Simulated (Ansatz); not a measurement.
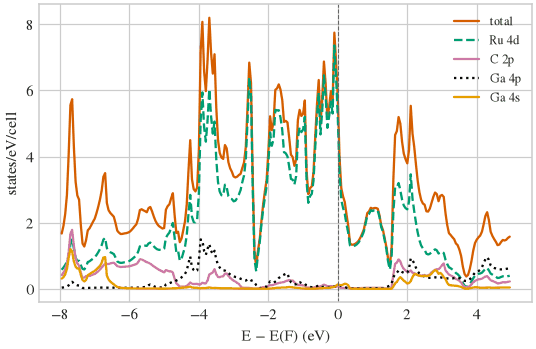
Fig. 1. Total and projected density of states of GaRu3C (anti-perovskite, Pm-3m), PBEsol in the plane-wave PAW code Ansatz

**Question.** Which orbitals carry the states next to the Fermi level?

**Answer.** Within 0.5 eV of the Fermi level: Ru 4d 93 %. Projections are on Löwdin-orthogonalised atomic valence shells; empty p or d shells of many metals are not among them.

**Question.** Where is the tallest occupied peak in this window, and what makes it?

**Answer.** Near -3.7 eV, about 8.2 states/eV per cell; the largest projected share is Ru 4d.

The start of the workflow was typed in or built on a structure type; neither database checked (COD, Materials Project) lists it. Whether it is the stable phase at ambient conditions was not checked. Symmetry was held in the PBEsol relaxation; phonons show weakly imaginary modes. The run is not spin-polarised. Scalar-relativistic: spin–orbit coupling is off unless named, which matters more the heavier the elements.

Potentials: the later of the program's two PAW sets.
